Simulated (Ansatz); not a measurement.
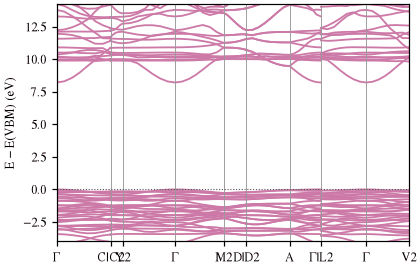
Band structure from r²SCAN (plane waves, PAW; program Ansatz)

Q: Read off the gap and where the band edges lie.

A: About 8.2 eV (8.21 eV by a search for the band edges); maximum at Γ, minimum at Γ.

The material is CaAlF₅ in space group C2/c (No. 15; Pearson symbol mS28).

The workflow started from an entry of the Crystallography Open Database (COD), which files this formula under 2 space groups. Whether it is the stable phase at ambient conditions was not checked. The cell was relaxed with r²SCAN under the symmetry of its start; whether a distortion lowers the energy is not shown.

Potentials: the later of the program's two PAW sets.
